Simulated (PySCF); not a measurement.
**C4H2F2O2 (charge +1): EPR calculation**

System: C4H2F2O2, charge +1, multiplicity 2, SMILES OC1=C(F)[CH][C+](F)O1.
Method: UKS B3LYP, pcH-1 on C F H O, non-relativistic, mean-field spin-orbit, GIAO (PySCF 2.14.0).

It belongs to a series of runs on one base structure; here: electron removed.

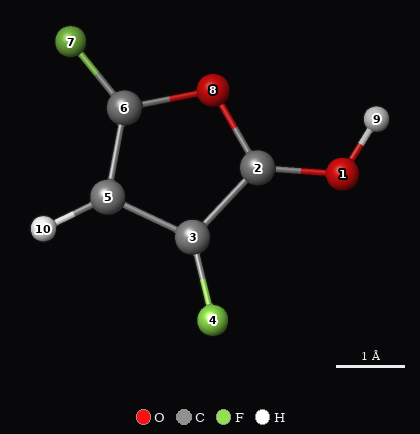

**Figure 1.** The structure (ball-and-stick view, seen at a tilt; atoms are numbered from 1 in the order of the input). Bond lengths as drawn: C–C 1.38 to 1.44 Å, C–F 1.28 to 1.29 Å, C–H 1.08 Å, C–O 1.27 to 1.36 Å and H–O 0.98 Å.

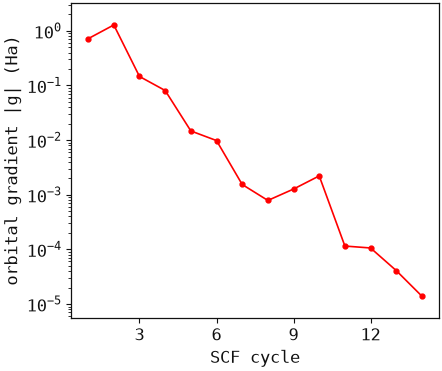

**Figure 2.** Convergence of the self-consistent field: orbital gradient |g| against the SCF cycle. All cycles printed in the log are drawn one after another.

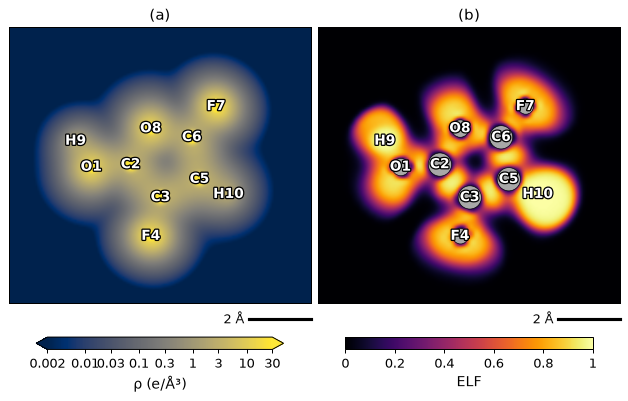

**Figure 3.** (a) electron density; (b) electron localisation function on the molecular plane. Grey discs, where drawn, cover atomic cores. The plane passes through O, C, F and H nuclei. C–O (1.27 Å): ρ is about 2.8 e/Å³ halfway; the ELF peaks at about 0.90 between the atoms (a multiple bond by its length, whose ELF region spreads away from the axis). O–H (0.98 Å): ρ at the midpoint is about 3.7 e/Å³, with its minimum of 2.3 e/Å³ about 0.8 Å from O; the ELF climbs to about 1 towards the hydrogen, as it does in any bond to H; a covalent bond by its length.

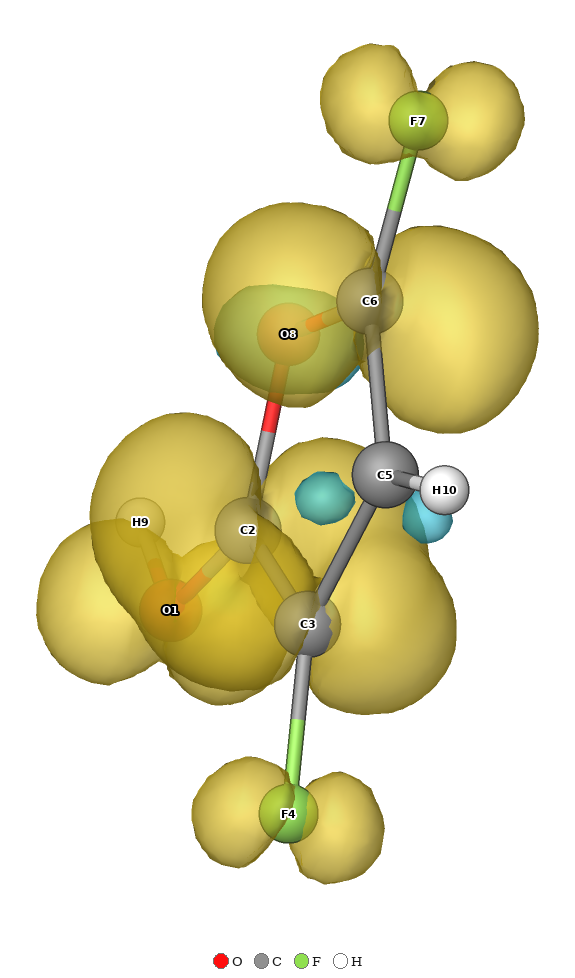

**Figure 4.** Isosurfaces of the spin density at +0.03 (yellow) and −0.03 e/Å³ (cyan), seen at an oblique angle. The unpaired spin (1 electron) lies mostly on C6 (about 0.3), C2 (about 0.3), C3 (about 0.2), O1 (about 0.2) and F7 (about 0.1), in electrons by Hirshfeld's partition.

The input and output of the run follow.

Input file
```
{"job": {"kind": "epr", "basis": "pcH-1"}, "charge": 1, "multiplicity": 2}
O      2.199002     0.231378    -0.135617
C      0.932907     0.143961    -0.070702
C      0.123705    -1.014500     0.208823
F      0.599893    -2.195979     0.439819
C     -1.210347    -0.606717     0.176050
C     -1.155707     0.743140    -0.116459
F     -2.087663     1.607028    -0.268270
O      0.115415     1.189543    -0.262326
H      2.580531     1.112580    -0.335043
H     -2.088853    -1.205780     0.341197
```

The first line tells a small driver script what to run in PySCF; the rest is the geometry in Å.

Launched with:
```bash
OMP_NUM_THREADS=1 python <driver script> task.json out
```

What the program printed
```
UKS, coarse grid
  cycle   1  E = -503.23826924  |g| = 7.17e-01
  cycle   2  E = -502.86670381  |g| = 1.28e+00
  cycle   3  E = -503.41223718  |g| = 1.46e-01
  cycle   4  E = -503.41797218  |g| = 8.08e-02
  cycle   5  E = -503.42030894  |g| = 1.47e-02
  cycle   6  E = -503.42037549  |g| = 9.80e-03
  cycle   7  E = -503.42042620  |g| = 1.54e-03
  cycle   8  E = -503.42043099  |g| = 7.86e-04
UKS, final grid
  cycle   1  E = -503.42053640  |g| = 1.27e-03
  cycle   2  E = -503.42053515  |g| = 2.21e-03
  cycle   3  E = -503.42053711  |g| = 1.15e-04
  cycle   4  E = -503.42053712  |g| = 1.06e-04
  cycle   5  E = -503.42053713  |g| = 4.09e-05
  cycle   6  E = -503.42053713  |g| = 1.39e-05
E = -503.42053713 Eh   <S^2> = 0.7587 (exact 0.7500)
g shifts (ppm)      1          2          3
  rmc          -241       -241       -241
  gc             -5         60         42
  oz_so        -104       1740       3206
  total        -350       1559       3008
hyperfine (MHz)  atom isotope    a_iso     a_fc   dipolar eigenvalues
    0   17O     -18.30     -18.30    -60.39     29.18     31.21
    1   13C      17.97      17.97    -33.82    -31.02     64.84
    2   13C       8.92       8.92    -23.84    -21.15     44.99
    3   19F      53.56      53.56   -117.50   -110.57    228.07
    4   13C     -21.09     -21.09     -3.96      1.29      2.67
    5   13C      37.99      37.99    -37.64    -35.71     73.35
    6   19F      83.03      83.03   -165.15   -146.01    311.16
    7   17O       6.46       6.46     -3.33     -3.04      6.37
    8    1H     -13.14     -13.14    -12.96     -6.42     19.38
    9    1H       0.38       0.38     -3.15     -1.31      4.46
```

Key numbers

```json
{"quantity": "outcome", "value": "converged"}
{"quantity": "total energy", "value": "−503.420537 hartree"}
{"quantity": "⟨S²⟩", "value": "0.759"}
{"quantity": "isotropic g", "value": "2.0037"}
{"quantity": "hardware", "value": "1 CPU thread, shared host"}
{"quantity": "wall time", "value": "83 s"}
{"quantity": "peak memory", "value": "0.86 GiB"}
```
